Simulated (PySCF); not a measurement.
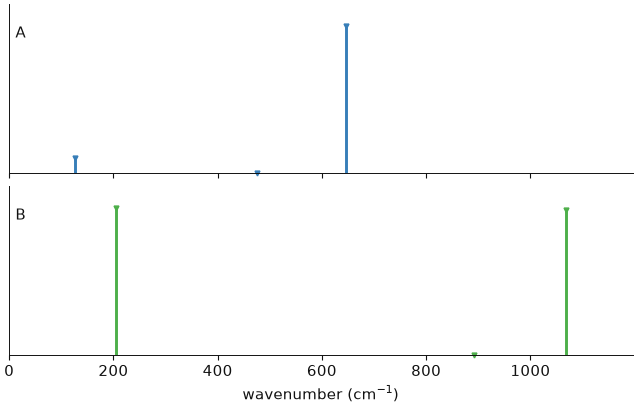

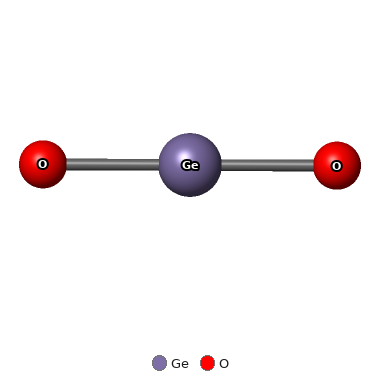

Harmonic infrared lines of GeO₂ and GeS₂, all D∞h singlets, each the lowest point that its search found (GeO₂ is drawn); the ligand atom changes down one group of the periodic table. B3LYP/def2-TZVP, PySCF, unscaled, no spin-orbit coupling; each panel is scaled to its strongest line, degenerate modes are one line with their intensities summed, and dots on the axis are modes too weak to show or inactive.

Question: Which panel belongs to which molecule?

Answer: A: GeS₂ (strongest line 646.8 cm⁻¹); B: GeO₂ (strongest line 205.3 cm⁻¹).

Question: How do the bond length and the stretches change along the series?

Answer: Mean bond length: GeO₂ 1.624, GeS₂ 2.011 Å, rising down the group. Highest σu+ mode: GeO₂ 1068, GeS₂ 647 cm⁻¹, falling down the group.

Question: Give the modes by symmetry (cm⁻¹).

Answer:
```
symmetry    GeO₂   GeS₂
      πu   205.3  125.6
     σg+   891.5  475.3
     σu+  1068.2  646.8
```

Limits of at least one run: no scalar relativity.
